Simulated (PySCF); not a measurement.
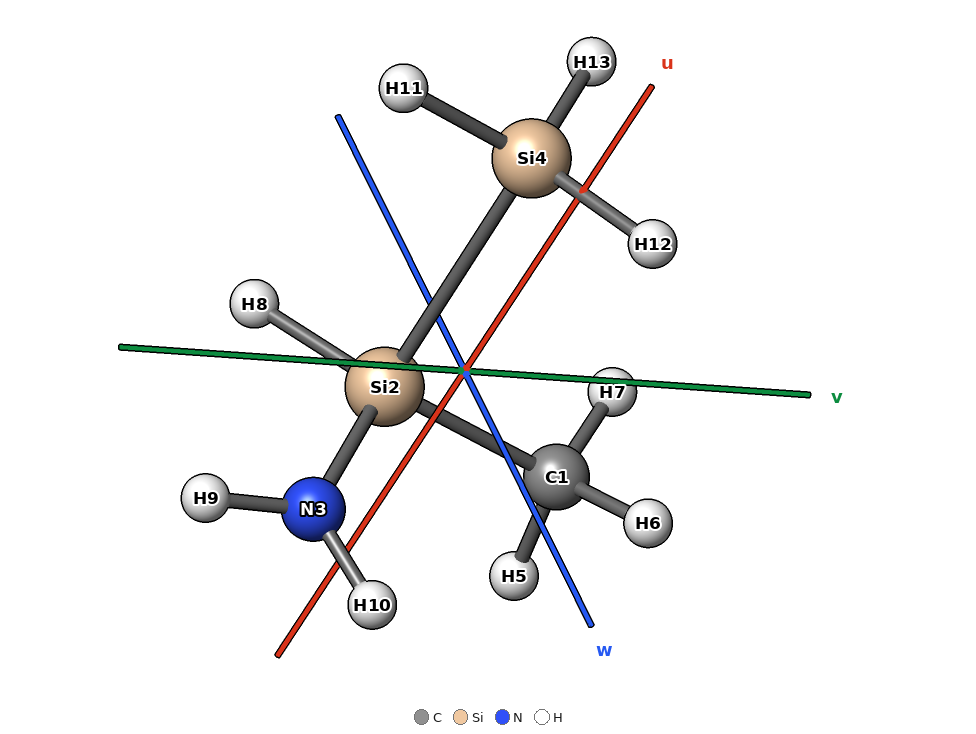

The lines u, v and w are the principal axes of the g tensor. State: charge +1, doublet. The computed structure is the end point of a GFN2-xTB optimisation. No frequency run is at hand to confirm it as a minimum. Properties computed with UKS B3LYP, pcH-1 on C H N Si, non-relativistic, mean-field spin-orbit, GIAO (PySCF 2.14.0).

Question: Along which axis does g lie farthest from the free-electron value?

Answer: Along w: the shift is 4702 ppm.

Give the principal values and shifts.

```
axis        g  shift (ppm)
   u  2.00222          −97
   v  2.00630         3978
   w  2.00702         4702
```

The geometry is semi-empirical. Around Si such bond lengths and angles can be off by a tenth of an ångström or more and by several degrees, and values that hang on the shape move with them.
